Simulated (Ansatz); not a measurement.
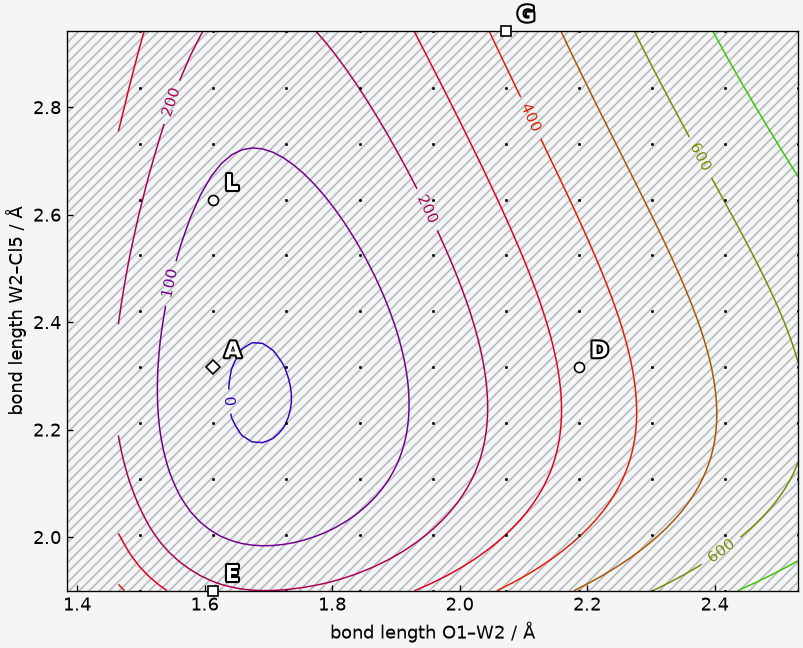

ClFOSW, SMILES [O]=[W]([F])(=[S])[Cl]. First axis: bond length O1–W2. Second axis: bond length W2–Cl5. Nothing is relaxed (all other coordinates rigid). The scan uses an 11 × 11 grid. At 11 points there is no value (left out of the scan, as a rule where atoms come close). Points are written as (first, second). All energies are given in kJ/mol relative to the lowest grid point. The reference is spin-restricted, which grows unreliable where a bond is stretched far. These are results of Ansatz, RKS PBE0-D4/def2-SVP, not measurements.

In the figure: contour lines labelled in kJ/mol, dots at the grid points, hatched blanks where no value was computed, lettered points. Between grid points the surface is interpolated.

Is A the lowest point of the computed grid?

Answer. No. A lies 14 kJ/mol above the lowest grid point, which is at (1.728 Å, 2.212 Å).

Rank the lettered points by energy, lowest first.

Answer. A (14 kJ/mol), L (85 kJ/mol), E (225 kJ/mol), D (329 kJ/mol), G (423 kJ/mol).
